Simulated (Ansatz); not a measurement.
# Ligand exchange: InH2Br + C4H5N → InH3 + C4H4BrN

Species: InH2Br `[Br][InH2]`, singlet; C4H5N (pyrrole) `c1cc[nH]c1`, singlet; InH3 `[InH3]`, singlet; C4H4BrN `Brc1ccc[nH]1`, singlet. The partners trade Br for H: In–Br and C–H bonds give way to In–H and C–Br.

Shapes, held fixed at every level: PBE0-D4/def2-TZVP. Programs: Ansatz 0.2.0. The zero-point and thermal change to 298 K, harmonic and unscaled (PBE0-D4/def2-TZVP), is -13.5 kJ/mol.

```
               level                    kind  ΔH(298 K) (kJ/mol)  less CCSD(T)/def2-TZVPP
       HF/def2-TZVPP            Hartree–Fock              +222.6                    +30.9
r2SCAN-D4/def2-TZVPP                meta-GGA              +198.3                     +6.6
 B3LYP-D4/def2-TZVPP           global hybrid              +195.1                     +3.4
  wB97M-V/def2-TZVPP  range-separated hybrid              +195.0                     +3.3
   B2PLYP/def2-TZVPP           double hybrid              +199.5                     +7.8
        MP2/def2-SVP     perturbation theory              +199.2                     +7.5
     CCSD/def2-TZVPP   coupled cluster or CI              +196.1                     +4.4
  CCSD(T)/def2-TZVPP   coupled cluster or CI              +191.7                      0.0
```

The highest level, CCSD(T)/def2-TZVPP, gives ΔH(298 K) = +191.7 kJ/mol; the levels span +191.7 to +222.6. The column of differences is taken from that level and isn't an error. No measured value is set beside it here. For atoms past krypton def2 sets carry core potentials with scalar relativity. Relativity is left out for Br unless named. Correlated rows may include outer-core shells of Br, In, which these sets cover unevenly.

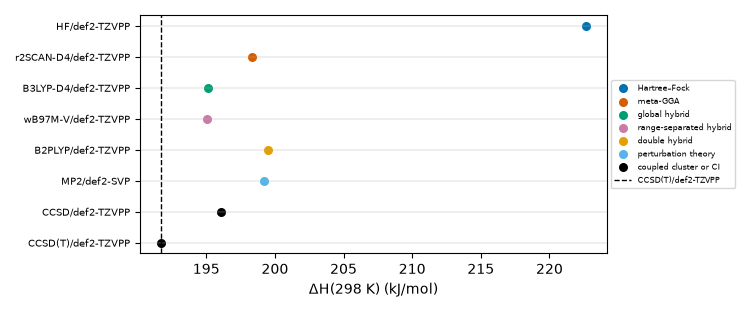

The values of the table, level by level.
